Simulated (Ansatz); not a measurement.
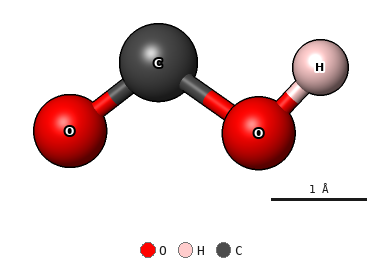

Figure 1. The structure as given in the input (ball-and-stick view, seen at a tilt). Bond lengths as drawn: C–O 1.21 to 1.48 Å and H–O 0.96 Å.

# Run report: CHO2 (charge −1), single-point calculation

System: CHO2, charge −1.
Method: RKS PBE0-D4/def2-TZVPPD (Ansatz 0.2.0).

The geometry is a complex of two molecules. The geometry comes from this level: PBE0-D4/def2-TZVP.

**What the program printed**
```
Functional definition: PBE0
  name "PBE0"
  cite "Adamo & Barone, J. Chem. Phys. 110, 6158 (1999) doi:10.1063/1.478522"
  cite "Perdew, Burke & Ernzerhof, Phys. Rev. Lett. 77, 3865 (1996) doi:10.1103/PhysRevLett.77.3865"
  parent pbe
  parameter a = 0.25
  parameter kappa = 0.804
  parameter beta = 0.06672455060314922
  exchange = (1 - a)*pbe_x(kappa = kappa, mu = beta*pi^2/3) + a*exact_x
  correlation = pbe_c(beta = beta)
601 factors; their error is unknown
mean field evaluation 1: about -5143.0612 eV, gradient 1.5e1 eV
mean field evaluation 2: about -5142.6082 eV, gradient 2.3e1 eV
mean field evaluation 4: about -5143.4795 eV, gradient 1.5e0 eV
mean field evaluation 8: about -5143.4831 eV, gradient 3.8e-2 eV
mean field evaluation 16: about -5143.4981 eV, gradient 8.4e-5 eV
mean field -5143.49811390 eV, -189.0200692975 hartree, gradient 8.4e-5 eV, S^2 0.000000; 0 other end points of the search recorded, 0 dependent functions left out
reference -5143.49813870 eV, -189.0200702091 hartree; 12, 12 occupied and 122, 122 virtual orbitals, 601 factors
Total energy: -5143.53579668 eV, -189.0214541144 hartree
```

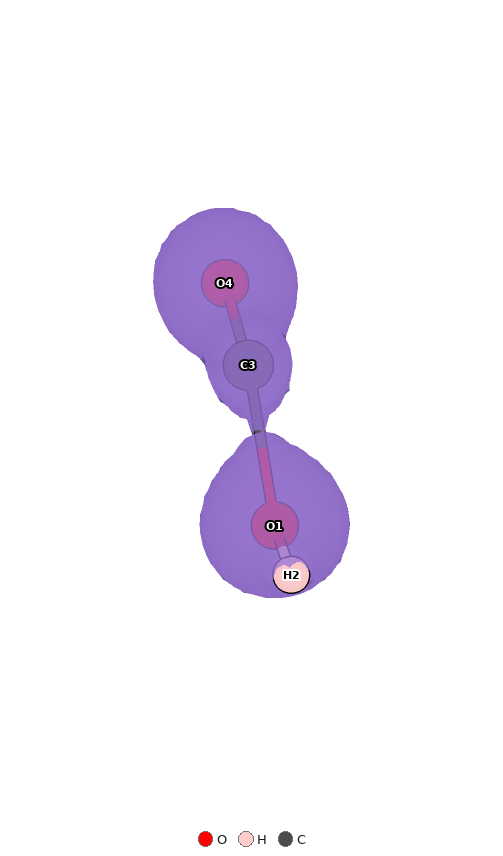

Figure 2. Isosurface of the electron density at 1.5 e/Å³ (purple), seen at an oblique angle. At this value the surface is in one piece. On the grid the lowest density along these lines, outside the cores, is 2.8 e/Å³ (C–O, 1.21 Å) and 2.6 e/Å³ (O–H, 0.96 Å).

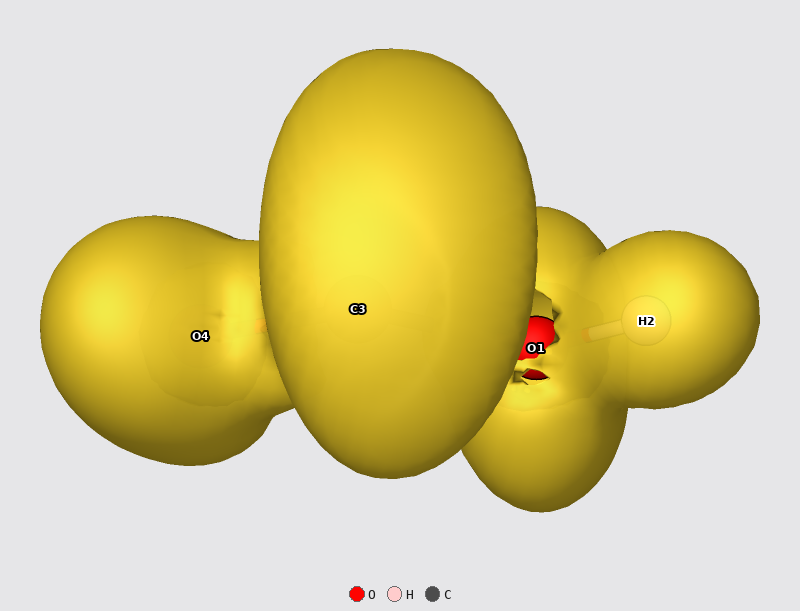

Figure 3. Isosurface of the ELF at 0.75 (yellow), seen from the side. Core shells and regions of very low density are left out. Values along the shortest contacts: C–O (1.21 Å): the ELF peaks at about 0.85 between the atoms; a multiple bond by its length, whose ELF region spreads away from the axis.

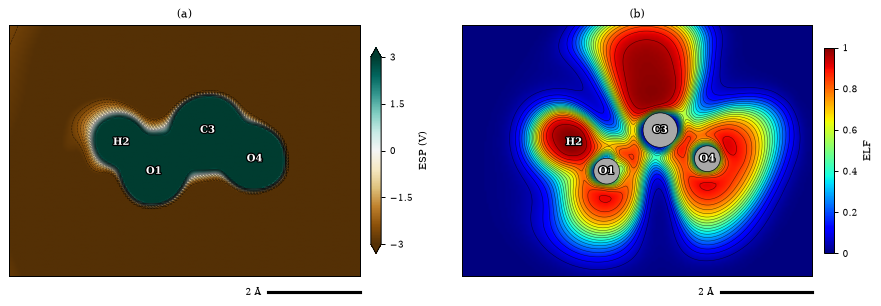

Figure 4. (a) electrostatic potential; (b) ELF on the molecular plane. Grey discs, where drawn, cover atomic cores. Atoms in the plane: O, H and C. C–O (1.21 Å): the ELF peaks at about 0.85 between the atoms (a multiple bond by its length, whose ELF region spreads away from the axis). O–H (0.96 Å): the ELF climbs to about 1 towards the hydrogen (a covalent bond by its length).

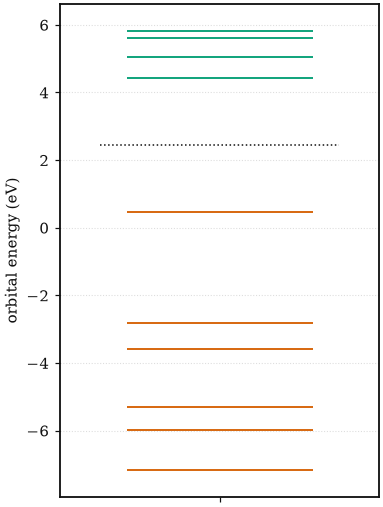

Figure 5. Orbital energies near the frontier; the dotted line parts filled from empty levels, and levels within 0.02 eV of each other stand side by side. Highest filled 0.47 eV, lowest empty 4.43 eV, 3.96 eV apart.

The run was set up as follows.

**Input**
```yaml
crystal:
  periodic: [false, false, false]
  atoms:
    - {symbol: O, position_ang: [-0.183986, -0.249301, -0.740934]}
    - {symbol: H, position_ang: [0.229475, 0.394619, -1.322204]}
    - {symbol: C, position_ang: [0.196679, 0.274089, 0.588300]}
    - {symbol: O, position_ang: [-0.242168, -0.419406, 1.474838]}
basis:
  gaussian: {orbitals: "def2-TZVPPD.json"}
total_charge: -1
hamiltonian: {xc: pbe0, dispersion: d4}
output: {orbitals: {seedname: orbitals}}
```

Launched with:
```bash
ansatz run in.yaml --threads 2 --pin off --events-out ev --progress --plain --max-ram 5222MiB
```

**Key numbers**

```csv
quantity,value
outcome,converged
total energy,−5143.5358 eV
mean-field energy,−5143.4981 eV
dispersion energy,−0.0377 eV
SCF solution under orbital rotations,stable
HOMO,0.47 eV
LUMO,4.43 eV
hardware,"2 threads of Arm Neoverse V1, 23 GiB of memory available, shared host"
wall time,1 s (CPU time 1.8 s)
peak memory,0.16 GiB
```

**Remarks**

The highest filled orbital lies above zero: either the extra electron isn't bound at this level, or the self-interaction error of the functional lifts the level.
